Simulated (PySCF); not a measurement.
# C₂H₅NSi: NMR shifts at several levels of theory, part 1 of 2

How much do the NMR shifts of C₂H₅NSi (`C[SiH2]C#N`) depend on the level of theory, and what does each level cost?

Programs: PySCF 2.14.0, with density-fitted response routines of our own. Each step states its level of theory. These are calculated values for one molecule in the gas phase, unless marked as measured. Atoms count from 0, in the outputs and in this text.

### Step 1. The molecule as given

9 atoms, charge 0, multiplicity 1; geometry from: PBE0-D3(BJ)/def2-SVP.

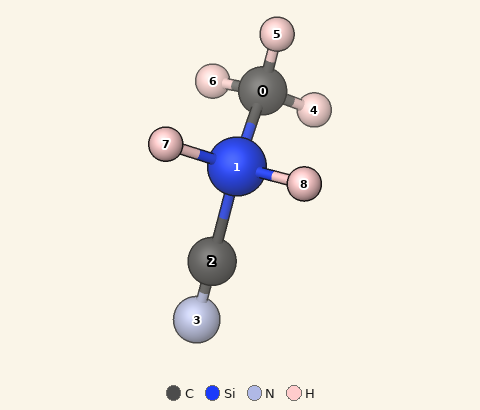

The starting geometry (carbon dark grey, silicon blue, nitrogen light blue, hydrogen pink), atoms numbered; sticks join atoms by distance.

### Step 2. Shielding tensors: PBE0/pcSseg-2

Job settings and geometry (Å):

```
{"job": {"kind": "nmr", "xc": "PBE0", "basis": "pcSseg-2", "pop": false}, "charge": 0, "multiplicity": 1}
C     -1.210594     0.342136    -0.006170
Si     0.359189    -0.669303    -0.050861
C      1.820948     0.479829     0.086328
N      2.712975     1.216493     0.168191
H     -1.288084     0.899193     0.939130
H     -2.085837    -0.319848    -0.092843
H     -1.234588     1.061422    -0.838098
H      0.525546    -1.409280    -1.333007
H      0.458162    -1.617786     1.093610
```

Method: GIAO PBE0/pcSseg-2 NMR shielding, non-relativistic, gas phase.

Launch:

```console
$ OMP_NUM_THREADS=1 python probes_run.py task.json out
```

This one command runs all jobs of the session in turn.

Standard output:

```text
coarse grid: 7960 points
cycle   1  E = -423.1888171105  dE =  1.105e-01  |g| = 4.318e-01  |ddm| = 2.092e+00
cycle   2  E = -423.0880927299  dE =  1.007e-01  |g| = 7.913e-01  |ddm| = 6.229e-01
cycle   3  E = -423.2271758561  dE = -1.391e-01  |g| = 1.801e-01  |ddm| = 4.387e-01
cycle   4  E = -423.2340670707  dE = -6.891e-03  |g| = 3.395e-02  |ddm| = 9.571e-02
cycle   5  E = -423.2343297344  dE = -2.627e-04  |g| = 8.242e-03  |ddm| = 2.362e-02
cycle   6  E = -423.2343464691  dE = -1.673e-05  |g| = 1.022e-03  |ddm| = 6.311e-03
cycle   7  E = -423.2343467479  dE = -2.788e-07  |g| = 2.133e-04  |ddm| = 1.087e-03
final grid: 72200 points
cycle   8  E = -423.2417667618  dE = -4.382e-05  |g| = 4.974e-03  |ddm| = 2.477e-02
cycle   9  E = -423.2417645460  dE =  2.216e-06  |g| = 5.831e-03  |ddm| = 6.428e-03
cycle  10  E = -423.2417723739  dE = -7.828e-06  |g| = 1.529e-03  |ddm| = 3.643e-03
cycle  11  E = -423.2417728450  dE = -4.711e-07  |g| = 4.228e-04  |ddm| = 7.905e-04
cycle  12  E = -423.2417728822  dE = -3.714e-08  |g| = 9.856e-05  |ddm| = 2.526e-04
cycle  13  E = -423.2417728846  dE = -2.446e-09  |g| = 1.503e-05  |ddm| = 7.985e-05
cycle  14  E = -423.2417728847  dE = -4.627e-11  |g| = 2.393e-06  |ddm| = 1.212e-05
converged SCF energy = -423.2417728847

GIAO shielding tensors (ppm)
atom      isotropic    diamagn.    paramagn.     s11        s22        s33       span
  0 C      191.715     246.055     -54.341    189.096    189.160    196.888      7.793
  1 Si     409.033     877.650    -468.617    385.023    385.782    456.294     71.271
  2 C       54.621     264.926    -210.306    -64.642    -60.220    288.724    353.367
  3 N     -106.763     331.665    -438.429   -309.855   -305.078    294.643    604.498
  4 H       30.742      30.038       0.704     26.651     28.144     37.430     10.779
  5 H       31.067      29.296       1.771     26.928     27.684     38.588     11.660
  6 H       30.739      30.039       0.701     26.645     28.151     37.421     10.776
  7 H       26.937      28.370      -1.433     23.879     25.315     31.616      7.737
  8 H       26.941      28.372      -1.430     23.887     25.311     31.626      7.738
```

Run time: 17 s. Hardware: 1 thread of Arm Neoverse V1, shared host; peak memory 0.95 GiB.

The references, computed at this level on geometries of the same kind, shield at (ppm): 1H TMS 31.25, 13C TMS 184.1, 29Si TMS 341.3, 15N NH3 261.7. Their shielding less the atom's gives the shift. The references are single molecules in the gas phase, so shifts against H2O, NH3, PH3, H3PO4 or CFCl3 are not on the usual liquid scales and can be off by tens of ppm. Atoms listed in one row are averaged.

| atoms | environment | σ (ppm) | δ (ppm) |
| --- | --- | --- | --- |
| C2 | nitrile carbon | 54.6 | 129.5 |
| C0 | methyl carbon bonded to Si | 191.7 | -7.6 |
| H7, H8 | hydrogen on a silicon bonded to 2 C | 26.94 | 4.31 |
| H4, H5, H6 | hydrogen on a methyl carbon bonded to Si | 30.85 | 0.40 |
| Si1 | silicon bonded to 2 C, 2 H | 409.0 | -67.7 |
| N3 | nitrile nitrogen | -106.8 | 368.5 |

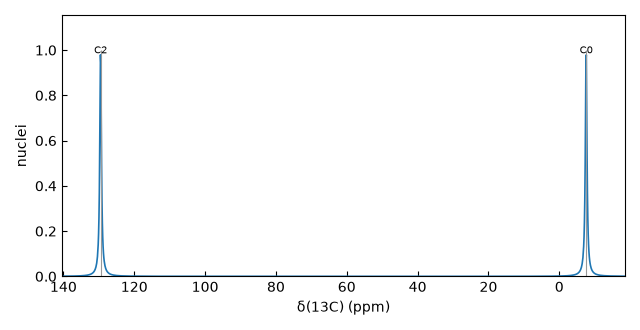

13C lines at the computed shifts, without couplings. Lines are broadened to a width of 0.55 ppm (Lorentzian).

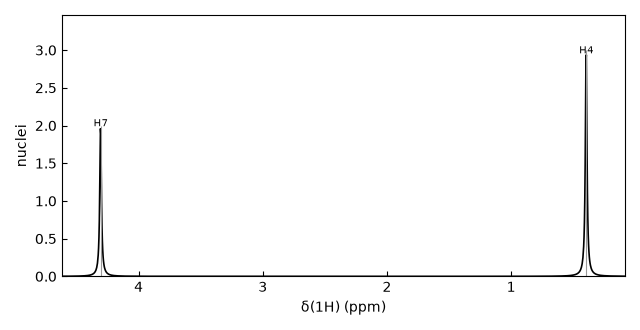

1H lines at the computed shifts, without couplings. Lines are broadened to a width of 0.02 ppm (Lorentzian).

### Step 3. Shielding tensors: mPW1PW91/pcSseg-2

Settings changed since step 2:

```diff
@@ -1,2 +1,2 @@
-{"job": {"kind": "nmr", "xc": "PBE0", "basis": "pcSseg-2", "pop": false}, "charge": 0, "multiplicity": 1}
+{"job": {"kind": "nmr", "xc": "mPW1PW91", "basis": "pcSseg-2", "pop": false}, "charge": 0, "multiplicity": 1}
 C     -1.210594     0.342136    -0.006170
```

With the program's defaults for keys left out, this is: GIAO mPW1PW91/pcSseg-2 NMR shielding, non-relativistic, gas phase.

Standard output:

```text
coarse grid: 7960 points
cycle   1  E = -423.4493414855  dE =  1.108e-01  |g| = 4.394e-01  |ddm| = 2.088e+00
cycle   2  E = -423.3423955908  dE =  1.069e-01  |g| = 8.120e-01  |ddm| = 6.360e-01
cycle   3  E = -423.4894286099  dE = -1.470e-01  |g| = 1.803e-01  |ddm| = 4.540e-01
cycle   4  E = -423.4963920990  dE = -6.963e-03  |g| = 3.357e-02  |ddm| = 9.639e-02
cycle   5  E = -423.4966484935  dE = -2.564e-04  |g| = 8.342e-03  |ddm| = 2.390e-02
cycle   6  E = -423.4966658633  dE = -1.737e-05  |g| = 9.729e-04  |ddm| = 6.531e-03
cycle   7  E = -423.4966661177  dE = -2.544e-07  |g| = 2.131e-04  |ddm| = 1.056e-03
final grid: 72200 points
cycle   8  E = -423.5037870525  dE = -3.880e-05  |g| = 3.704e-03  |ddm| = 2.427e-02
cycle   9  E = -423.5037860027  dE =  1.050e-06  |g| = 4.253e-03  |ddm| = 4.835e-03
cycle  10  E = -423.5037903390  dE = -4.336e-06  |g| = 8.317e-04  |ddm| = 2.620e-03
cycle  11  E = -423.5037904539  dE = -1.149e-07  |g| = 4.092e-04  |ddm| = 5.072e-04
cycle  12  E = -423.5037904887  dE = -3.484e-08  |g| = 8.894e-05  |ddm| = 2.211e-04
cycle  13  E = -423.5037904907  dE = -2.021e-09  |g| = 9.469e-06  |ddm| = 7.109e-05
cycle  14  E = -423.5037904907  dE = -1.683e-11  |g| = 1.662e-06  |ddm| = 7.672e-06
converged SCF energy = -423.5037904907

GIAO shielding tensors (ppm)
atom      isotropic    diamagn.    paramagn.     s11        s22        s33       span
  0 C      190.859     246.206     -55.347    188.251    188.379    195.946      7.695
  1 Si     407.159     877.825    -470.667    383.317    383.666    454.494     71.177
  2 C       54.126     264.807    -210.680    -65.380    -61.010    288.770    354.150
  3 N     -107.733     331.639    -439.372   -311.422   -306.686    294.908    606.330
  4 H       30.785      30.034       0.752     26.728     28.205     37.424     10.696
  5 H       31.109      29.284       1.825     27.006     27.750     38.572     11.566
  6 H       30.783      30.035       0.748     26.722     28.212     37.415     10.693
  7 H       27.011      28.466      -1.455     23.965     25.398     31.670      7.705
  8 H       27.016      28.468      -1.452     23.973     25.394     31.680      7.707
```

Run time: 17 s. Hardware: 1 thread of Arm Neoverse V1, shared host; peak memory 0.95 GiB.

Key values: δ C2 129.4, C0 -7.3, Si1 -67.2, N3 368.2, H7 4.28, H4 0.40 ppm (means over like atoms).

### Step 4. Nuclear shieldings: WP04/pcSseg-2

Settings changed since step 3:

```diff
@@ -1,2 +1,2 @@
-{"job": {"kind": "nmr", "xc": "mPW1PW91", "basis": "pcSseg-2", "pop": false}, "charge": 0, "multiplicity": 1}
+{"job": {"kind": "nmr", "xc": "WP04", "basis": "pcSseg-2", "pop": false}, "charge": 0, "multiplicity": 1}
 C     -1.210594     0.342136    -0.006170
```

Level: GIAO WP04/pcSseg-2 NMR shielding, non-relativistic, gas phase.

Standard output:

```text
coarse grid: 7960 points
cycle   1  E = -429.8733089119  dE =  1.079e-01  |g| = 6.847e-01  |ddm| = 2.090e+00
cycle   2  E = -429.5357821609  dE =  3.375e-01  |g| = 1.338e+00  |ddm| = 1.078e+00
cycle   3  E = -429.9445038779  dE = -4.087e-01  |g| = 4.117e-01  |ddm| = 8.232e-01
cycle   4  E = -429.9826002959  dE = -3.810e-02  |g| = 5.231e-02  |ddm| = 1.978e-01
cycle   5  E = -429.9831994127  dE = -5.991e-04  |g| = 1.785e-02  |ddm| = 4.503e-02
cycle   6  E = -429.9832759862  dE = -7.657e-05  |g| = 3.973e-03  |ddm| = 1.623e-02
cycle   7  E = -429.9832799012  dE = -3.915e-06  |g| = 5.820e-04  |ddm| = 3.374e-03
final grid: 72200 points
cycle   8  E = -429.9968461407  dE = -6.418e-05  |g| = 5.390e-03  |ddm| = 3.067e-02
cycle   9  E = -429.9968413601  dE =  4.781e-06  |g| = 6.818e-03  |ddm| = 6.977e-03
cycle  10  E = -429.9968525843  dE = -1.122e-05  |g| = 1.564e-03  |ddm| = 4.142e-03
cycle  11  E = -429.9968529196  dE = -3.354e-07  |g| = 9.479e-04  |ddm| = 1.034e-03
cycle  12  E = -429.9968531079  dE = -1.883e-07  |g| = 1.550e-04  |ddm| = 4.463e-04
cycle  13  E = -429.9968531139  dE = -6.033e-09  |g| = 2.605e-05  |ddm| = 1.358e-04
cycle  14  E = -429.9968531141  dE = -1.384e-10  |g| = 4.108e-06  |ddm| = 2.073e-05
converged SCF energy = -429.9968531141

GIAO shielding tensors (ppm)
atom      isotropic    diamagn.    paramagn.     s11        s22        s33       span
  0 C      177.688     245.723     -68.035    175.468    176.238    181.358      5.890
  1 Si     392.247     879.700    -487.453    365.932    371.592    439.217     73.285
  2 C       46.248     264.493    -218.246    -76.530    -72.762    288.035    364.565
  3 N     -107.564     328.811    -436.376   -313.467   -309.561    300.335    613.802
  4 H       31.094      30.564       0.531     27.457     28.742     37.084      9.628
  5 H       31.385      29.673       1.712     27.741     28.296     38.117     10.376
  6 H       31.091      30.563       0.528     27.449     28.749     37.075      9.626
  7 H       27.866      29.250      -1.384     24.968     26.295     32.334      7.366
  8 H       27.870      29.254      -1.384     24.975     26.291     32.344      7.369
```

It took 17 s on 1 thread of Arm Neoverse V1, shared host; peak memory 0.95 GiB.

In short: δ C2 125.9, C0 -5.6, Si1 -64.3, N3 352.3, H7 3.74, H4 0.42 ppm (means over like atoms).

### Step 5. Nuclear shieldings: B97-2/pcSseg-2

Settings changed since step 4:

```diff
@@ -1,2 +1,2 @@
-{"job": {"kind": "nmr", "xc": "WP04", "basis": "pcSseg-2", "pop": false}, "charge": 0, "multiplicity": 1}
+{"job": {"kind": "nmr", "xc": "B97-2", "basis": "pcSseg-2", "pop": false}, "charge": 0, "multiplicity": 1}
 C     -1.210594     0.342136    -0.006170
```

Method: GIAO B97-2/pcSseg-2 NMR shielding, non-relativistic, gas phase.

Standard output:

```text
coarse grid: 7960 points
cycle   1  E = -423.4386868279  dE =  1.040e-01  |g| = 4.424e-01  |ddm| = 2.100e+00
cycle   2  E = -423.3174907979  dE =  1.212e-01  |g| = 8.447e-01  |ddm| = 6.625e-01
cycle   3  E = -423.4787844976  dE = -1.613e-01  |g| = 1.938e-01  |ddm| = 4.791e-01
cycle   4  E = -423.4870329039  dE = -8.248e-03  |g| = 3.296e-02  |ddm| = 1.034e-01
cycle   5  E = -423.4872823752  dE = -2.495e-04  |g| = 8.816e-03  |ddm| = 2.454e-02
cycle   6  E = -423.4873025586  dE = -2.018e-05  |g| = 9.895e-04  |ddm| = 6.963e-03
cycle   7  E = -423.4873028377  dE = -2.791e-07  |g| = 2.278e-04  |ddm| = 1.142e-03
final grid: 72200 points
cycle   8  E = -423.4919047535  dE = -5.362e-05  |g| = 3.314e-03  |ddm| = 3.458e-02
cycle   9  E = -423.4919041077  dE =  6.458e-07  |g| = 2.821e-03  |ddm| = 2.308e-03
cycle  10  E = -423.4919048246  dE = -7.169e-07  |g| = 2.091e-03  |ddm| = 2.097e-03
cycle  11  E = -423.4919057399  dE = -9.153e-07  |g| = 4.604e-04  |ddm| = 1.002e-03
cycle  12  E = -423.4919057902  dE = -5.034e-08  |g| = 4.872e-05  |ddm| = 2.564e-04
cycle  13  E = -423.4919057907  dE = -4.843e-10  |g| = 7.301e-06  |ddm| = 3.017e-05
converged SCF energy = -423.4919057907

GIAO shielding tensors (ppm)
atom      isotropic    diamagn.    paramagn.     s11        s22        s33       span
  0 C      190.465     246.170     -55.706    187.946    188.160    195.287      7.341
  1 Si     414.271     877.936    -463.665    390.403    391.251    461.158     70.755
  2 C       56.984     265.254    -208.270    -60.742    -56.416    288.110    348.852
  3 N      -99.000     332.061    -431.061   -298.951   -294.171    296.123    595.075
  4 H       30.855      30.150       0.705     26.857     28.307     37.402     10.545
  5 H       31.167      29.336       1.831     27.125     27.847     38.529     11.404
  6 H       30.853      30.151       0.702     26.851     28.315     37.393     10.542
  7 H       27.136      28.621      -1.485     24.111     25.534     31.763      7.652
  8 H       27.141      28.624      -1.483     24.119     25.530     31.773      7.654
```

Wall time 16 s (1 thread of Arm Neoverse V1, shared host); peak memory 0.95 GiB.

Key values: δ C2 126.5, C0 -7.0, Si1 -66.7, N3 358.6, H7 4.22, H4 0.40 ppm (means over like atoms).

### Step 6. NMR shieldings: BHandHLYP/pcSseg-2

Settings changed since step 5:

```diff
@@ -1,2 +1,2 @@
-{"job": {"kind": "nmr", "xc": "B97-2", "basis": "pcSseg-2", "pop": false}, "charge": 0, "multiplicity": 1}
+{"job": {"kind": "nmr", "xc": "BHandHLYP", "basis": "pcSseg-2", "pop": false}, "charge": 0, "multiplicity": 1}
 C     -1.210594     0.342136    -0.006170
```

Method: GIAO BHandHLYP/pcSseg-2 NMR shielding, non-relativistic, gas phase.

Standard output:

```text
coarse grid: 7960 points
cycle   1  E = -423.3924217450  dE =  1.294e-01  |g| = 4.165e-01  |ddm| = 2.056e+00
cycle   2  E = -423.3474368361  dE =  4.498e-02  |g| = 6.471e-01  |ddm| = 5.103e-01
cycle   3  E = -423.4390598600  dE = -9.162e-02  |g| = 7.396e-02  |ddm| = 3.204e-01
cycle   4  E = -423.4401473619  dE = -1.088e-03  |g| = 3.322e-02  |ddm| = 5.640e-02
cycle   5  E = -423.4404013683  dE = -2.540e-04  |g| = 4.354e-03  |ddm| = 2.278e-02
cycle   6  E = -423.4404063029  dE = -4.935e-06  |g| = 1.197e-03  |ddm| = 3.719e-03
final grid: 72200 points
cycle   7  E = -423.4482345753  dE = -1.602e-05  |g| = 2.324e-03  |ddm| = 1.448e-02
cycle   8  E = -423.4482348602  dE = -2.848e-07  |g| = 2.000e-03  |ddm| = 2.300e-03
cycle   9  E = -423.4482358009  dE = -9.407e-07  |g| = 3.831e-04  |ddm| = 1.173e-03
cycle  10  E = -423.4482358193  dE = -1.845e-08  |g| = 2.664e-04  |ddm| = 2.660e-04
cycle  11  E = -423.4482358337  dE = -1.435e-08  |g| = 2.916e-05  |ddm| = 1.265e-04
cycle  12  E = -423.4482358339  dE = -1.754e-10  |g| = 7.712e-06  |ddm| = 2.371e-05
converged SCF energy = -423.4482358339

GIAO shielding tensors (ppm)
atom      isotropic    diamagn.    paramagn.     s11        s22        s33       span
  0 C      191.064     244.249     -53.185    188.475    188.525    196.190      7.715
  1 Si     411.276     876.076    -464.800    385.478    388.956    459.393     73.915
  2 C       52.433     265.775    -213.343    -68.915    -64.975    291.188    360.102
  3 N     -110.826     330.055    -440.881   -315.951   -312.004    295.475    611.426
  4 H       30.924      30.240       0.684     26.900     28.328     37.543     10.643
  5 H       31.241      29.536       1.705     27.183     27.833     38.706     11.523
  6 H       30.921      30.241       0.681     26.893     28.336     37.534     10.641
  7 H       27.303      28.402      -1.099     24.250     25.653     32.006      7.755
  8 H       27.308      28.404      -1.096     24.258     25.649     32.016      7.758
```

Wall time 16 s (1 thread of Arm Neoverse V1, shared host); peak memory 0.95 GiB.

In short: δ C2 131.8, C0 -6.8, Si1 -65.5, N3 370.6, H7 4.14, H4 0.42 ppm (means over like atoms).

### Step 7. NMR shieldings: CAM-B3LYP/pcSseg-2

Settings changed since step 6:

```diff
@@ -1,2 +1,2 @@
-{"job": {"kind": "nmr", "xc": "BHandHLYP", "basis": "pcSseg-2", "pop": false}, "charge": 0, "multiplicity": 1}
+{"job": {"kind": "nmr", "xc": "CAM-B3LYP", "basis": "pcSseg-2", "pop": false}, "charge": 0, "multiplicity": 1}
 C     -1.210594     0.342136    -0.006170
```

Level: GIAO CAM-B3LYP/pcSseg-2 NMR shielding, non-relativistic, gas phase.

Standard output:

```text
coarse grid: 7960 points
cycle   1  E = -423.4070520411  dE =  1.130e-01  |g| = 4.495e-01  |ddm| = 2.066e+00
cycle   2  E = -423.3397179371  dE =  6.733e-02  |g| = 7.444e-01  |ddm| = 5.639e-01
cycle   3  E = -423.4574785177  dE = -1.178e-01  |g| = 8.640e-02  |ddm| = 3.588e-01
cycle   4  E = -423.4589282584  dE = -1.450e-03  |g| = 3.368e-02  |ddm| = 6.147e-02
cycle   5  E = -423.4591773428  dE = -2.491e-04  |g| = 5.330e-03  |ddm| = 2.298e-02
cycle   6  E = -423.4591843227  dE = -6.980e-06  |g| = 1.201e-03  |ddm| = 4.413e-03
final grid: 72200 points
cycle   7  E = -423.4704346092  dE = -2.680e-05  |g| = 3.022e-03  |ddm| = 1.699e-02
cycle   8  E = -423.4704349470  dE = -3.378e-07  |g| = 2.637e-03  |ddm| = 2.864e-03
cycle   9  E = -423.4704365917  dE = -1.645e-06  |g| = 2.368e-04  |ddm| = 1.471e-03
cycle  10  E = -423.4704365967  dE = -4.974e-09  |g| = 1.794e-04  |ddm| = 2.116e-04
cycle  11  E = -423.4704366024  dE = -5.704e-09  |g| = 7.787e-05  |ddm| = 1.003e-04
cycle  12  E = -423.4704366036  dE = -1.156e-09  |g| = 5.916e-06  |ddm| = 3.713e-05
cycle  13  E = -423.4704366036  dE = -1.467e-11  |g| = 1.420e-06  |ddm| = 9.295e-06
converged SCF energy = -423.4704366036

GIAO shielding tensors (ppm)
atom      isotropic    diamagn.    paramagn.     s11        s22        s33       span
  0 C      190.035     243.922     -53.887    187.105    187.667    195.332      8.227
  1 Si     397.947     876.665    -478.719    373.257    373.547    447.036     73.779
  2 C       51.272     264.352    -213.079    -70.058    -65.854    289.730    359.788
  3 N     -106.016     330.197    -436.214   -309.337   -305.138    296.426    605.763
  4 H       30.830      30.126       0.704     26.839     28.287     37.363     10.524
  5 H       31.150      29.514       1.635     27.107     27.800     38.541     11.434
  6 H       30.828      30.127       0.701     26.833     28.295     37.355     10.523
  7 H       27.092      28.239      -1.147     24.062     25.486     31.730      7.668
  8 H       27.097      28.240      -1.144     24.070     25.481     31.739      7.669
```

Wall time 23 s (1 thread of Arm Neoverse V1, shared host); peak memory 1 GiB.

In short: δ C2 131.3, C0 -7.5, Si1 -69.0, N3 367.9, H7 4.24, H4 0.40 ppm (means over like atoms).

### Step 8. Nuclear shieldings: wB97X-D/pcSseg-2

Settings changed since step 7:

```diff
@@ -1,2 +1,2 @@
-{"job": {"kind": "nmr", "xc": "CAM-B3LYP", "basis": "pcSseg-2", "pop": false}, "charge": 0, "multiplicity": 1}
+{"job": {"kind": "nmr", "xc": "wB97X-D", "basis": "pcSseg-2", "pop": false}, "charge": 0, "multiplicity": 1}
 C     -1.210594     0.342136    -0.006170
```

Level: GIAO wB97X-D/pcSseg-2 NMR shielding, non-relativistic, gas phase.

Standard output:

```text
coarse grid: 7960 points
cycle   1  E = -423.4116755222  dE =  1.164e-01  |g| = 4.615e-01  |ddm| = 2.073e+00
cycle   2  E = -423.3581990940  dE =  5.348e-02  |g| = 7.154e-01  |ddm| = 5.256e-01
cycle   3  E = -423.4669704264  dE = -1.088e-01  |g| = 5.987e-02  |ddm| = 3.348e-01
cycle   4  E = -423.4677417030  dE = -7.713e-04  |g| = 2.927e-02  |ddm| = 5.494e-02
cycle   5  E = -423.4679316297  dE = -1.899e-04  |g| = 3.949e-03  |ddm| = 2.123e-02
cycle   6  E = -423.4679365237  dE = -4.894e-06  |g| = 1.469e-03  |ddm| = 4.970e-03
final grid: 72200 points
cycle   7  E = -423.4799732955  dE = -1.265e-04  |g| = 5.778e-03  |ddm| = 4.241e-02
cycle   8  E = -423.4799722344  dE =  1.061e-06  |g| = 6.430e-03  |ddm| = 6.782e-03
cycle   9  E = -423.4799804160  dE = -8.182e-06  |g| = 1.622e-03  |ddm| = 3.247e-03
cycle  10  E = -423.4799809221  dE = -5.061e-07  |g| = 4.060e-04  |ddm| = 8.678e-04
cycle  11  E = -423.4799809675  dE = -4.544e-08  |g| = 5.708e-05  |ddm| = 3.397e-04
cycle  12  E = -423.4799809685  dE = -1.008e-09  |g| = 1.783e-05  |ddm| = 6.446e-05
cycle  13  E = -423.4799809687  dE = -1.396e-10  |g| = 2.919e-06  |ddm| = 3.240e-05
converged SCF energy = -423.4799809687

GIAO shielding tensors (ppm)
atom      isotropic    diamagn.    paramagn.     s11        s22        s33       span
  0 C      191.819     246.280     -54.461    188.884    189.358    197.214      8.330
  1 Si     406.996     877.309    -470.313    382.887    383.616    454.486     71.599
  2 C       53.891     264.961    -211.070    -65.970    -61.954    289.597    355.567
  3 N     -106.753     330.784    -437.537   -310.703   -306.465    296.909    607.612
  4 H       30.857      30.122       0.736     26.797     28.263     37.513     10.716
  5 H       31.182      29.376       1.806     27.070     27.790     38.686     11.617
  6 H       30.856      30.123       0.732     26.791     28.271     37.504     10.714
  7 H       27.094      28.388      -1.294     24.054     25.467     31.760      7.705
  8 H       27.098      28.389      -1.291     24.062     25.463     31.770      7.708
```

Wall time 21 s (1 thread of Arm Neoverse V1, shared host); peak memory 0.98 GiB.

Key values: δ C2 130.5, C0 -7.4, Si1 -66.3, N3 366.8, H7 4.26, H4 0.39 ppm (means over like atoms).

(Continued in part 2 of 2.)
